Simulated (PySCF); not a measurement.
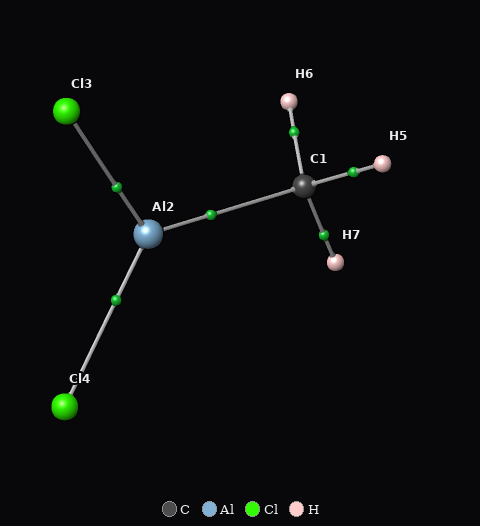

*CH3AlCl2, SMILES `C[Al](Cl)Cl`. Molecular graph of the electron density (QTAIM): bond paths, bond critical points (green), ring points (magenta, if any); weak paths are dashed.*

Method: ωB97X/def2-TZVP; geometry: GFN2-xTB; program: PySCF. No frequency check shows the geometry to be a minimum. GFN2-xTB bond lengths at metals and heavier atoms can be off by up to 0.1 Å and shapes distorted, which carries into these values.

Coordinates in Å:

```
C1      -0.0159    2.2872   -0.0002
Al2     -0.0003    0.2987    0.0003
Cl3     -1.7363   -0.7648   -0.0001
Cl4      1.7471   -0.7456   -0.0001
H5      -0.5376    2.6849    0.8739
H6      -0.5397    2.6852   -0.8717
H7       0.9932    2.7017   -0.0022
```

How many critical points of each kind are there, and does the count close?

Answer. 7 nuclei, 6 bond, 0 ring and 0 cage critical points: 7 − 6 + 0 − 0 = 1, as the Poincaré–Hopf relation requires.

What does the calculation give at each kind of bond critical point?

Answer.
```json
{"bond": "C1–H7", "length (Å)": "1.091", "ρ (a.u.)": "0.272", "∇²ρ (a.u.)": "−0.90", "ε": "0.02", "H (a.u.)": "−0.272"}
{"bond": "C1–H6 (2 alike)", "length (Å)": "1.092", "ρ (a.u.)": "0.270", "∇²ρ (a.u.)": "−0.89", "ε": "0.03", "H (a.u.)": "−0.270"}
{"bond": "C1–Al2", "length (Å)": "1.989", "ρ (a.u.)": "0.086", "∇²ρ (a.u.)": "+0.20", "ε": "0.07", "H (a.u.)": "−0.029"}
{"bond": "Al2–Cl4", "length (Å)": "2.036", "ρ (a.u.)": "0.085", "∇²ρ (a.u.)": "+0.37", "ε": "0.05", "H (a.u.)": "−0.020"}
{"bond": "Al2–Cl3", "length (Å)": "2.036", "ρ (a.u.)": "0.085", "∇²ρ (a.u.)": "+0.37", "ε": "0.05", "H (a.u.)": "−0.020"}
```

What kind of interaction is C1–Al2?

Answer. Polar or intermediate (positive Laplacian, negative energy density H): ρ = 0.086, ∇²ρ = +0.20, H = −0.029 a.u.

The PySCF run took 20 s on 1 thread of AMD EPYC 7R43 64-Core Processor (Zen 3), on a shared host, peak memory 0.62 GiB.
